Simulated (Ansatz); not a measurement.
**Profile along the Mg–H line in MgH2 (rutile)**

MgH2 (rutile)

```
CELL_PARAMETERS angstrom
      4.51729     0.00000     0.00000
      0.00000     4.51729     0.00000
      0.00000     0.00000     3.01286
ATOMIC_POSITIONS crystal
  Mg 0.00000 0.00000 0.00000
  Mg 0.50000 0.50000 0.50000
  H  0.30441 0.30441 0.00000
  H  0.80441 0.19559 0.50000
  H  0.19559 0.80441 0.50000
  H  0.69559 0.69559 0.00000
```

Fields along a shortest Mg–H line of a (-1 1 0) plane (1.94 Å), from Mg to H, interpolated on the slice's grid (step about 0.2 Å). These are PBE (plane waves to 420 eV, PAW, scalar-relativistic; Ansatz, a first-principles code) values and carry that method's errors. k mesh 7×7×11. Near the nuclei the fields are pseudised (PAW); where an atom keeps semicore shells as valence, they peak there. MgH2 was relaxed with its symmetry unable to fall.

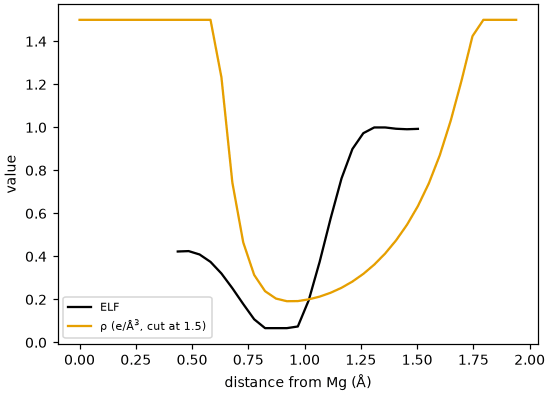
Fig. 1. ELF (away from the nuclei) and valence density from Mg to H.

Density on the Mg–H line (1.94 Å) at its density minimum, 0.9 Å from Mg: 0.19 e/Å³. ELF at that point: 0.1. Character of the Mg–H contact (rough rule: ELF there above 0.7 covalent, below 0.2 ionic, polar between): closed-shell (ionic).
